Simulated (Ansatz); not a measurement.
**C2H7BO (SMILES CBOC) at wB97X/cc-pVDZ**

What is the vertical singlet–triplet gap of C2H7BO at wB97X/cc-pVDZ? 

The calculation is run with Ansatz 0.2.0.

62 further runs of the same task are left out: 62 set aside as unsound or not needed. Runs told in other sessions of the task aren't counted.

**1. The molecule**

C2H7BO: 11 atoms, total charge 0, spin state singlet. As SMILES, `CBOC`. Geometry: relaxed at PBE0-D4/def2-TZVP. This is one conformer, not always the lowest.

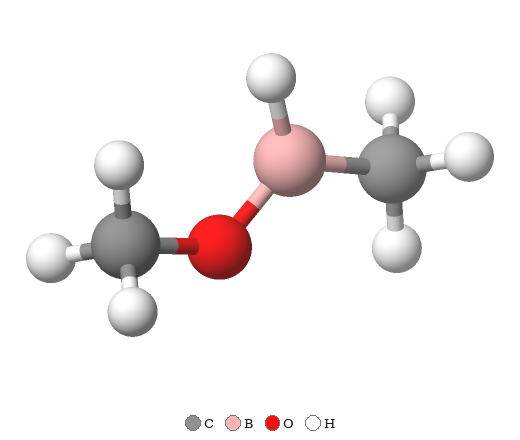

The structure, seen from a chosen angle (carbon grey, boron pink, oxygen red, hydrogen white).

**2. A single-point energy at wB97X/cc-pVDZ**

Contents of job.yaml:

```yaml
crystal:
  periodic: [false, false, false]
  atoms:
    - symbol: C
      position_ang: [-1.306200, 1.341700, -0.364700]
    - symbol: B
      position_ang: [-0.434700, 0.206700, 0.257100]
    - symbol: O
      position_ang: [0.626600, -0.267100, -0.425200]
    - symbol: C
      position_ang: [1.454400, -1.289700, 0.083900]
    - symbol: H
      position_ang: [-0.966000, 1.657000, -1.352600]
    - symbol: H
      position_ang: [-2.351400, 1.021300, -0.437600]
    - symbol: H
      position_ang: [-1.315700, 2.214600, 0.297900]
    - symbol: H
      position_ang: [-0.678700, -0.268200, 1.340800]
    - symbol: H
      position_ang: [1.446400, -2.133000, -0.610100]
    - symbol: H
      position_ang: [1.113800, -1.626100, 1.067400]
    - symbol: H
      position_ang: [2.476800, -0.914200, 0.163700]
basis:
  gaussian: {orbitals: cc-pVDZ}
hamiltonian: {xc: {name: wB97X}}
accuracy: high
output: {orbitals: {seedname: orbitals}}
```

Run with:

```console
$ ansatz run job.yaml --threads 1 --pin off --max-ram 3480MiB --events-out events.jsonl --progress --plain --runs-dir runs
```

Log:

```text
Warning: RAYON_NUM_THREADS=1 ignored (pool sized by the plan → 1); use --threads N
Functional definition: wB97X
  name "wB97X"
  parameter omega = 0.3/bohr
  parameter cx = 0.157706
  parameter cx1 = 0.726479
  parameter cx2 = 1.04760
  parameter cx3 = -5.70635
  parameter cx4 = 13.2794
  parameter css1 = -4.33879
  parameter css2 = 18.2308
  parameter css3 = -31.7430
  parameter css4 = 17.2901
  parameter cos1 = 2.37031
  parameter cos2 = -11.3995
  parameter cos3 = 6.58405
  parameter cos4 = -3.78132
  exchange = spin_sum(e_x_unif_sr(omega)*poly(b97_u_x, 1 - cx, cx1, cx2, cx3, cx4)) + cx*exact_x_sr(omega)
      + exact_x_lr(omega)
  correlation = spin_sum(e_c_pw_same_spin*poly(b97_u_same, 1, css1, css2, css3, css4))
      + integral(e_c_pw_opposite_spin*poly(b97_u_opposite, 1, cos1, cos2, cos3, cos4))
2200 factors; integrals over basis functions are off by at most 4.8e-9 eV
392 factors; integrals over basis functions are off by at most 2.3e-9 eV
mean field evaluation 1: about -4908.0786 eV, gradient 4.0e1 eV
mean field evaluation 2: about -4909.1636 eV, gradient 3.6e1 eV
mean field evaluation 4: about -4911.5233 eV, gradient 1.6e0 eV
mean field evaluation 8: about -4911.5271 eV, gradient 4.5e-2 eV
mean field evaluation 16: about -4911.5271 eV, gradient 1.3e-5 eV
mean field -4911.52710234 eV, -180.4952918585 hartree, gradient 2.1e-8 eV, S^2 0.000000; 0 other end points of the search recorded, 0 dependent functions left out
reference -4911.52709926 eV, -180.4952917452 hartree; 16, 16 occupied and 75, 75 virtual orbitals, 2200 factors
Total energy: -4911.52709926 eV, -180.4952917452 hartree
```

Wall time 26 s (1 thread of Arm Neoverse V2, shared host); peak memory 0.49 GiB.

**3. The triplet**

Contents of input.yaml:

```yaml
crystal:
  periodic: [false, false, false]
  atoms:
    - {symbol: C, position_ang: [-1.306200, 1.341700, -0.364700]}
    - {symbol: B, position_ang: [-0.434700, 0.206700, 0.257100]}
    - {symbol: O, position_ang: [0.626600, -0.267100, -0.425200]}
    - {symbol: C, position_ang: [1.454400, -1.289700, 0.083900]}
    - {symbol: H, position_ang: [-0.966000, 1.657000, -1.352600]}
    - {symbol: H, position_ang: [-2.351400, 1.021300, -0.437600]}
    - {symbol: H, position_ang: [-1.315700, 2.214600, 0.297900]}
    - {symbol: H, position_ang: [-0.678700, -0.268200, 1.340800]}
    - {symbol: H, position_ang: [1.446400, -2.133000, -0.610100]}
    - {symbol: H, position_ang: [1.113800, -1.626100, 1.067400]}
    - {symbol: H, position_ang: [2.476800, -0.914200, 0.163700]}
basis:
  gaussian: {orbitals: cc-pVDZ}
magnetization: {spin_polarized: true, initial_magnetization: 2}
hamiltonian: {xc: {name: wB97X}}
accuracy: high
output: {orbitals: {seedname: orbitals}}
```

Run with:

```console
$ ansatz run input.yaml --threads 1 --pin off --max-ram 3480MiB --events-out events.jsonl --progress --plain --runs-dir runs
```

Log:

```text
Warning: RAYON_NUM_THREADS=1 ignored (pool sized by the plan → 1); use --threads N
[... 17 set-up lines as earlier in the session ...]
      + exact_x_lr(omega)
[... 1 set-up line as earlier in the session ...]
      + integral(e_c_pw_opposite_spin*poly(b97_u_opposite, 1, cos1, cos2, cos3, cos4))
2200 factors; integrals over basis functions are off by at most 4.8e-9 eV
392 factors; integrals over basis functions are off by at most 2.3e-9 eV
mean field evaluation 1: about -4901.9485 eV, gradient 2.4e1 eV
mean field evaluation 2: about -4902.9534 eV, gradient 2.1e1 eV
mean field evaluation 4: about -4904.6952 eV, gradient 1.4e0 eV
mean field evaluation 8: about -4904.8743 eV, gradient 9.1e-2 eV
mean field evaluation 16: about -4904.8746 eV, gradient 1.9e-3 eV
mean field evaluation 32: about -4904.8746 eV, gradient 7.4e-6 eV
mean field -4904.87461050 eV, -180.2508172924 hartree, gradient 5.2e-8 eV, S^2 2.005817; 2 other end points of the search recorded, 0 dependent functions left out
reference -4904.87460793 eV, -180.2508171979 hartree; 17, 15 occupied and 74, 76 virtual orbitals, 2200 factors
Total energy: -4904.87460793 eV, -180.2508171979 hartree
```

It took 96 s on 1 thread of Arm Neoverse V2, shared host; peak memory 0.82 GiB.

**4. Results**

At wB97X/cc-pVDZ:

| quantity | value |
| --- | --- |
| singlet: total energy | -180.49529 Eh |
| singlet: HOMO energy | -10.70 eV |
| singlet: LUMO energy | 2.86 eV |
| singlet: HOMO–LUMO gap | 13.56 eV |
| triplet: total energy | -180.25082 Eh |
| triplet: HOMO energy (highest over α and β) | -4.18 eV |
| triplet: LUMO energy (lowest over α and β) | -3.92 eV |
| triplet: ⟨S²⟩ | 2.006 |
| vertical energy of the triplet above the singlet | 6.652 eV |

What this shows: At this shape the triplet lies 6.65 eV (642 kJ/mol) above the singlet.
